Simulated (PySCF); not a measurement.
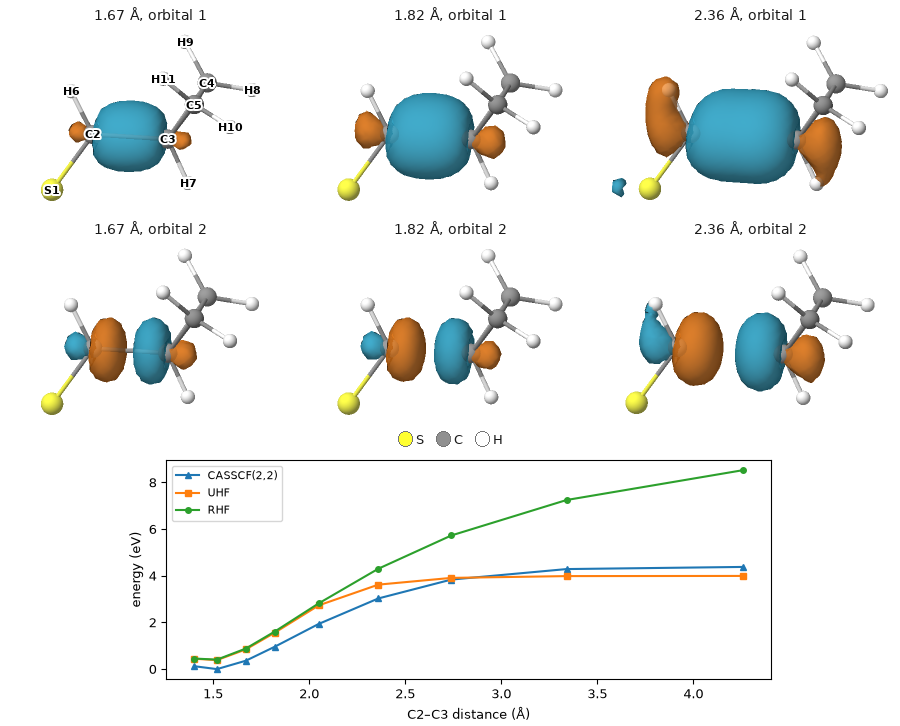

Figure. C4H6S, SMILES `S=CC1CC1`. Rigid stretch of the C2–C3 bond. The two CASSCF(2,2) natural orbitals nearest half filling (orbital 1 the more occupied). Below: energies along the scan, from the lowest point of the three curves.

PySCF calculation, cc-pVDZ basis, gas phase; geometry: GFN2-xTB. No frequency check shows the geometry to be a minimum. GFN2-xTB bond lengths at metals and heavier atoms can be off by up to 0.1 Å and shapes distorted, which carries into these values.

How do the occupations change along the stretch?

Answer. 1.67 Å: 1.97 and 0.03; 1.82 Å: 1.96 and 0.04; 2.36 Å: 1.83 and 0.17. At the longest distance computed (4.26 Å) they are 1.08 and 0.92, and the effective number of unpaired electrons is 2.0.

UHF's ⟨S²⟩ passes 1 along the scan (up to 1.39), so it also polarises electrons outside the stretched bond; its energy lowering isn't due to that bond alone.

UHF already breaks spin symmetry near equilibrium here (⟨S²⟩ = 0.18 at 1.52 Å), for reasons apart from this bond.

How much energy does the stretch cost?

Answer. By CASSCF, 4.4 eV from the lowest point of the scan (1.52 Å) to 4.26 Å; RHF gives 8.1 eV from its own lowest point. The fragments aren't relaxed and dynamic correlation is missing, so this isn't a bond dissociation energy.

Run time: 7.7 min on 1 thread of Arm Neoverse V2 (shared host), peak memory 0.41 GiB.
